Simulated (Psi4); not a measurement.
# doublet CH4FIn+: levels of theory compared

We compute a comparison of 3 runs (UB3LYP/def2-SVPD, UM06-L/def2-SVPD, UPBE0/def2-SVPD) of doublet CH4FIn+. 

Program for the calculation: Psi4 1.11.

1 further run of the same task is left out (set aside as unsound or not needed).

### 1 Starting point

The species is CH4FIn+ (7 atoms), meant as a doublet with charge +1. As SMILES of the parent species, `[CH3][InH][F]`. The shape comes from GFN2-xTB, which is rough for such elements, and wasn't checked as a minimum. That shape belongs to the parent species and isn't relaxed for this state.

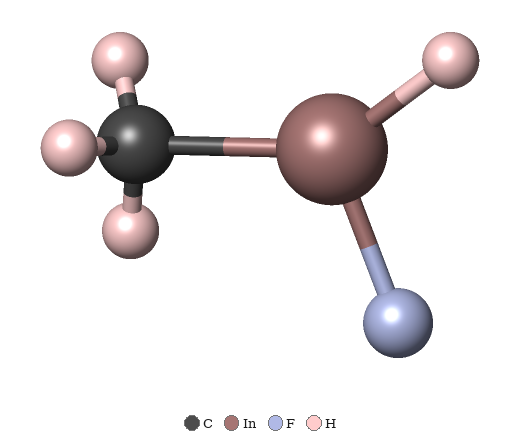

The structure, seen from a chosen angle (carbon dark grey, indium brown, fluorine light blue, hydrogen pink).

### 2 Energy and forces at UB3LYP/def2-SVPD (core potential) (run 1)

The input, input.inp:

```
memory 1600 mb

molecule {
  1 2
  C     -0.963240     0.455880    -0.293590
  In     1.074380    -0.326600     0.079050
  F      1.022830    -1.486180     1.664550
  H     -1.211180     0.429000    -1.349090
  H     -1.595730    -0.216100     0.281150
  H     -1.029060     1.468690     0.092420
  H      2.702000    -0.324690    -0.474480
  symmetry c1
  no_reorient
  no_com
}

set basis def2-SVPD
set reference uks
set puream true
set e_convergence 1e-09
set d_convergence 1e-08
set scf_type pk
set dft_radial_points 99
set dft_spherical_points 590
set maxiter 200

result, w = gradient("b3lyp", return_wfn=True)
oeprop(w, "WIBERG_LOWDIN_INDICES", "DIPOLE", "MULLIKEN_CHARGES", title="B3LYP")
```

Launch:

```console
$ psi4 input.inp input.out -n 1
```

input.out:

```text
[...]
    !!!  WARNING: ECP capability is in beta. Please check occupations closely.  !!!
[...]
  Running in c1 symmetry.
[...]
  Nuclear repulsion =  124.333356673390298
[...]
  Multiplicity = 2
[...]
  Nalpha       = 20
  Nbeta        = 19
[...]
    Number of basis functions: 107
[...]
   @UKS iter   1:  -329.75872940412728   -6.28136e-01   7.63155e-03 DIIS/ADIIS
[...]
   @UKS iter  16:  -330.09456272644877   -1.76215e-12   4.18631e-09 DIIS
[...]
   @S^2 Observed:                7.674883827E-01
[...]
  @UKS Final Energy:  -330.09456272644877
   => Energetics <=
    Nuclear Repulsion Energy =            124.3333566733902984
    One-Electron Energy =                -765.9487584064750081
    Two-Electron Energy =                 338.9361835033079160
    DFT Exchange-Correlation Energy =     -27.4153444966720024
    Empirical Dispersion Energy =           0.0000000000000000
    VV10 Nonlocal Energy =                  0.0000000000000000
    Total Energy =                       -330.0945627264487712
[...]
  -Total Gradient:
     Atom            X                  Y                   Z
    ------   -----------------  -----------------  -----------------
       1        0.032554408264    -0.011668575187     0.005677744873
       2       -0.010031766816     0.010904019097    -0.011512908266
       3        0.004663244573    -0.000787169095    -0.000627558433
       4       -0.008225343435     0.003673283800     0.012423667657
       5       -0.003435001992     0.012689303339    -0.008472913575
       6       -0.010985181755    -0.009730016959    -0.005871154356
       7       -0.004464520905    -0.005017974270     0.008273873471
[...]
```

Wall time 34 s (1 thread of Intel Xeon 6975P-C (Granite Rapids), shared host); peak memory 0.62 GiB.

### 3 Energy and gradient at UM06-L/def2-SVPD (core potential) (run 2)

The input, input.json:

```json
{
  "schema_name": "qcschema_input",
  "schema_version": 1,
  "molecule": {
    "schema_name": "qcschema_molecule",
    "schema_version": 2,
    "symbols": ["C", "In", "F", "H", "H", "H", "H"],
    "geometry": [-1.82025979, 0.86148835, -0.55480469, 2.03028395, -0.61718455, 0.14938285, 1.93286857, -2.80847317, 3.14554362, -2.28879849, 0.81069251, -2.54941062, -3.01549267, -0.40836982, 0.5312965, -1.94464157, 2.77542186, 0.17464849, 5.10603999, -0.61357518, -0.89663725],
    "molecular_charge": 1,
    "molecular_multiplicity": 2,
    "fix_symmetry": "c1",
    "fix_com": true,
    "fix_orientation": true
  },
  "driver": "gradient",
  "model": {
    "method": "m06-l",
    "basis": "def2-SVPD"
  },
  "keywords": {
    "reference": "uks",
    "puream": true,
    "e_convergence": 1e-09,
    "d_convergence": 1e-08,
    "scf_type": "pk",
    "dft_radial_points": 99,
    "dft_spherical_points": 590,
    "maxiter": 200,
    "scf_properties": ["WIBERG_LOWDIN_INDICES", "LOWDIN_CHARGES", "MULLIKEN_CHARGES"]
  }
}
```

Launch:

```console
$ psi4 --qcschema input.json -n 1 --memory 1600MB
```

stdout:

```text
[...]
    !!!  WARNING: ECP capability is in beta. Please check occupations closely.  !!!
[...]
  Running in c1 symmetry.
[...]
  Nuclear repulsion =  124.333356762678548
[...]
  Multiplicity = 2
[...]
  Nalpha       = 20
  Nbeta        = 19
[...]
    Number of basis functions: 107
[...]
   @UKS iter   1:  -329.81532550874977   -6.06530e-01   7.66907e-03 DIIS/ADIIS
[...]
   @UKS iter  16:  -330.15653134954562   -4.71800e-12   4.20555e-09 DIIS
[...]
   @S^2 Observed:                7.620990466E-01
[...]
  @UKS Final Energy:  -330.15653134954562
   => Energetics <=
    Nuclear Repulsion Energy =            124.3333567626785481
    One-Electron Energy =                -766.0938483723805348
    Two-Electron Energy =                 345.5374180287936952
    DFT Exchange-Correlation Energy =     -33.9334577686373891
    Empirical Dispersion Energy =           0.0000000000000000
    VV10 Nonlocal Energy =                  0.0000000000000000
    Total Energy =                       -330.1565313495456166
[...]
  -Total Gradient:
     Atom            X                  Y                   Z
    ------   -----------------  -----------------  -----------------
       1        0.026492486048    -0.009011705490     0.004086380559
       2       -0.008711332525     0.007249771590    -0.007068811857
       3        0.005273397654     0.001496825408    -0.003882889814
       4       -0.007209071844     0.003178435661     0.010741914091
       5       -0.002780084074     0.010696650071    -0.007190105688
       6       -0.009477379872    -0.008332896796    -0.005023900075
       7       -0.003558453568    -0.004886684346     0.007800279737
[...]
```

The result, in JSON:

```text
{
 "driver": "gradient",
 "model": {
  "method": "m06-l",
  "basis": "def2-SVPD"
 },
 "success": true,
 "return_result": [0.026492486048112274, -0.009011705490392083, 0.004086380559329507, -0.008711332525069226, 0.007249771590127647, -0.007068811857444606, 0.005273397654259713, 0.0014968254084486016, -0.003882889814410928, -0.007209071844374471, 0.0031784356608700066, 0.01074191409127695, -0.002780084074260447, 0.010696650071073704, -0.007190105687641141, -0.009477379871936802, -0.008332896795671285, -0.0050239000745418705, -0.0035584535679043794, -0.004886684345613927, 0.0078002797366456544],
 "properties": {
  "calcinfo_nbasis": 107,
  "calcinfo_nmo": 107,
  "calcinfo_nalpha": 20,
  "calcinfo_nbeta": 19,
  "calcinfo_natom": 7,
  "nuclear_repulsion_energy": 124.33335676267855,
  "return_energy": -330.1565313495456,
  "return_gradient": [0.026492486048112274, -0.009011705490392083, 0.004086380559329507, -0.008711332525069226, 0.007249771590127647, -0.007068811857444606, 0.005273397654259713, 0.0014968254084486016, -0.003882889814410928, -0.007209071844374471, 0.0031784356608700066, 0.01074191409127695, -0.002780084074260447, 0.010696650071073704, -0.007190105687641141, -0.009477379871936802, -0.008332896795671285, -0.0050239000745418705, -0.0035584535679043794, -0.004886684345613927, 0.0078002797366456544],
  "scf_one_electron_energy": -766.0938483723805,
  "scf_two_electron_energy": 345.5374180287937,
  "scf_xc_energy": -33.93345776863739,
  "scf_dipole_moment": [0.7797533000305563, 0.4907669386909852, -0.9253797247706999],
  "scf_total_energy": -330.1565313495456,
  "scf_total_gradient": [0.026492486048112274, -0.009011705490392083, 0.004086380559329507, -0.008711332525069226, 0.007249771590127647, -0.007068811857444606, 0.005273397654259713, 0.0014968254084486016, -0.003882889814410928, -0.007209071844374471, 0.0031784356608700066, 0.01074191409127695, -0.002780084074260447, 0.010696650071073704, -0.007190105687641141, -0.009477379871936802, -0.008332896795671285, -0.0050239000745418705, -0.0035584535679043794, -0.004886684345613927, 0.0078002797366456544],
  "scf_iterations": 16
 }
}
```

It took 61 s on 1 thread of Intel Xeon 6975P-C (Granite Rapids), shared host; peak memory 0.62 GiB.

### 4 Energy and forces at UPBE0/def2-SVPD (core potential) (run 3)

The input, calc.py:

```python
import psi4

psi4.set_memory(1600000000)
psi4.set_num_threads(1)
psi4.set_output_file('ch4fin.out', False)

m = psi4.geometry("""
1 2
C
In 1 2.214279
F 2 1.964967 1 108.67425
H 1 1.084563 2 111.43166 3 -137.25802
H 1 1.087165 4 111.47987 2 -114.68622
H 1 1.085873 4 110.80676 5 -123.75977
H 2 1.71917 3 106.57616 5 -173.08708
symmetry c1
no_reorient
no_com
""")

psi4.set_options({
    'basis': 'def2-SVPD',
    'reference': 'uks',
    'puream': True,
    'e_convergence': 1e-09,
    'd_convergence': 1e-08,
    'scf_type': 'pk',
    'dft_radial_points': 99,
    'dft_spherical_points': 590,
    'maxiter': 200,
})

E = psi4.gradient("pbe0")
print('gradient / Eh bohr^-1')
print(E.np.round(6))
```

Launch:

```console
$ python calc.py
```

ch4fin.out:

```text
[...]
    !!!  WARNING: ECP capability is in beta. Please check occupations closely.  !!!
[...]
  Running in c1 symmetry.
[...]
  Nuclear repulsion =  124.333338469061147
[...]
  Multiplicity = 2
[...]
  Nalpha       = 20
  Nbeta        = 19
[...]
    Number of basis functions: 107
[...]
   @UKS iter   1:  -329.57515880007372   -6.77299e-01   7.15402e-03 ADIIS/DIIS
[...]
   @UKS iter  16:  -329.87444387950302   -2.16005e-11   4.59851e-09 DIIS
[...]
   @S^2 Observed:                7.705648048E-01
[...]
  @UKS Final Energy:  -329.87444387950302
   => Energetics <=
    Nuclear Repulsion Energy =            124.3333384690611467
    One-Electron Energy =                -766.0267437931615859
    Two-Electron Energy =                 337.4115594858081408
    DFT Exchange-Correlation Energy =     -25.5925980412106675
    Empirical Dispersion Energy =           0.0000000000000000
    VV10 Nonlocal Energy =                  0.0000000000000000
    Total Energy =                       -329.8744438795030192
[...]
  -Total Gradient:
     Atom            X                  Y                   Z
    ------   -----------------  -----------------  -----------------
       1       -0.000439188106     0.000222634719     0.032817538162
       2        0.000076294676     0.017022280431    -0.016707659684
       3        0.000052697879    -0.004182251932     0.007139461359
       4       -0.008842283466    -0.011195216947    -0.006820440770
       5       -0.004592348682     0.012662895470    -0.009548434818
       6        0.013730793715    -0.004086642861    -0.007790307206
       7        0.000013461005    -0.010322784301     0.000925365304
[...]
```

The script printed:

```text
gradient / Eh bohr^-1
[[-4.3900e-04  2.2300e-04  3.2818e-02]
 [ 7.6000e-05  1.7022e-02 -1.6708e-02]
 [ 5.3000e-05 -4.1820e-03  7.1390e-03]
 [-8.8420e-03 -1.1195e-02 -6.8200e-03]
 [-4.5920e-03  1.2663e-02 -9.5480e-03]
 [ 1.3731e-02 -4.0870e-03 -7.7900e-03]
 [ 1.3000e-05 -1.0323e-02  9.2500e-04]]
```

Wall time 35 s (1 thread of Intel Xeon 6975P-C (Granite Rapids), shared host); peak memory 0.61 GiB.

### 5 Overview of the runs

```tsv
run	level	energy (Eh)	HOMO energy (eV)	LUMO energy (eV)	⟨S²⟩	wall time
1	UB3LYP/def2-SVPD (core potential)	-330.094563	-15.17	-12.62	0.767	34 s
2	UM06-L/def2-SVPD (core potential)	-330.156531	-14.21	-12.92	0.762	61 s
3	UPBE0/def2-SVPD (core potential)	-329.874444	-15.33	-12.40	0.771	35 s
```

### 6 Results

| quantity | value |
| --- | --- |
| run 3: total energy | -329.87444 Eh |
| run 3: HOMO energy (highest over α and β) | -15.33 eV |
| run 3: LUMO energy (lowest over α and β) | -12.40 eV |
| run 3: ⟨S²⟩ | 0.771 |
| run 3: largest force on an atom | 1.688 eV/Å |

In words: Totals of different functionals can't be ranked against each other. All runs together took 2.2 min, the longest 61 s.
